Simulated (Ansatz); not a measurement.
## Electronic structure of BH₃LiS (SMILES [Li][SH+]B) (charge +1) in real space

The calculation's input:

```
crystal:
  periodic: [false, false, false]
  atoms:
    - { symbol: Li, position_ang: [-2.41246, -1.39087, 0.58056] }
    - { symbol: S, position_ang: [-0.32937, -0.656, -0.14593] }
    - { symbol: B, position_ang: [0.58565, 0.82449, 0.11827] }
    - { symbol: H, position_ang: [0.45313, -1.33922, -0.97305] }
    - { symbol: H, position_ang: [1.61279, 0.95771, -0.40714] }
    - { symbol: H, position_ang: [0.09025, 1.60389, 0.8273] }
total_charge: 1
basis:
  gaussian: { orbitals: "6-31G*" }
hamiltonian:
  xc: b3lyp
relax:
  f_tol: 0.02
  max_steps: 40
scf:
  lower_state_search: "off"
output:
  orbitals: {}
```

Run with:

```sh
ansatz run input.yaml --threads 1 --pin off --max-ram 2048MiB --backend cpu --events-out ev --progress --plain --runs-dir out
```

The fields are those of the relaxed geometry.

These are results of Ansatz, RKS B3LYP/6-31G*, not measurements.

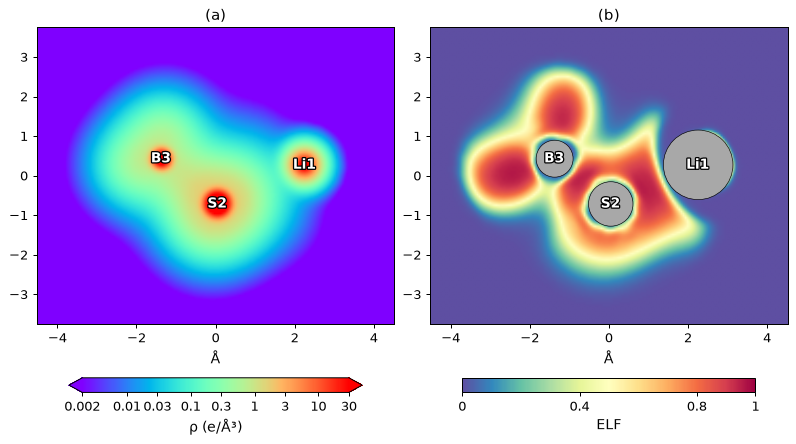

Figure 1. (a) electron density; (b) electron localisation function on the plane of atoms Li1, S2 and B3. Grey discs cover the atomic cores in the ELF map.

### Interpret the plot.

The section cuts through Li, S and B sites. B–S (1.82 Å): the density is about 1.2 e/Å³ at the midpoint; the ELF peaks at about 0.95 between the atoms; localised, covalent bonding. Li–S (2.42 Å): the density is about 0.33 e/Å³ at the midpoint; the ELF peaks at about 0.95 in the valence shell of S, 0.9 Å from its nucleus, and falls to about 0 next to Li (a largely ionic contact).

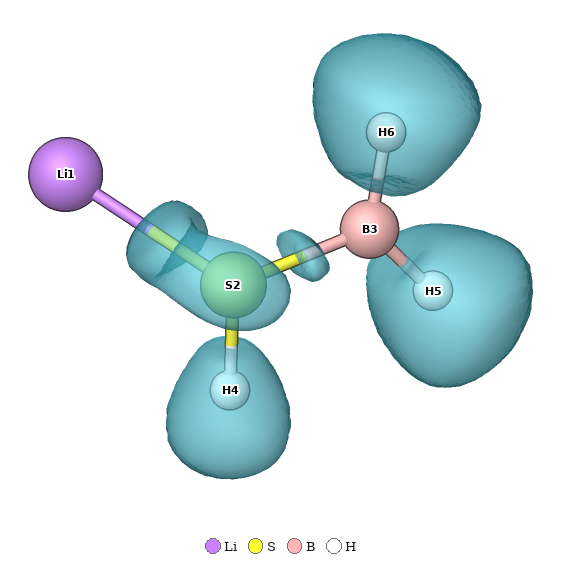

Figure 2. Isosurface of the electron localisation function at 0.9 (cyan), seen across its widest extent. Core shells and regions of very low density are left out.

### What do the ELF domains correspond to?

The surface consists of one region between bonded B–S atoms (shared pairs), three regions around hydrogen nuclei and one region wrapped around S (its valence shell).

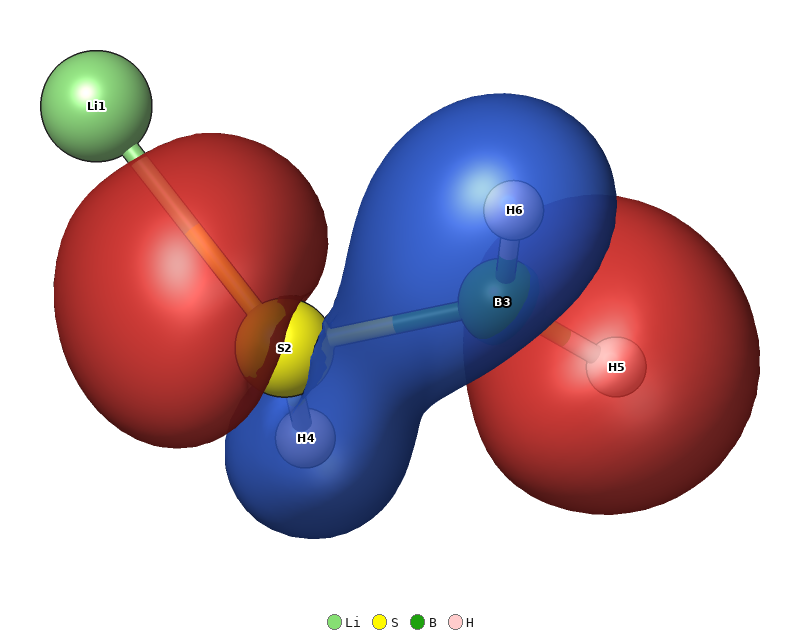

Figure 3. The HOMO−1 at ±0.08 Å⁻³ᐟ² (red and blue are the two phases), seen at an oblique angle.

### What is the character of this orbital?

It lies mainly on B3 (about 30 %), S2 (about 30 %), H5 (about 25 %) and H6 (about 10 %). Its energy is −13.91 eV.
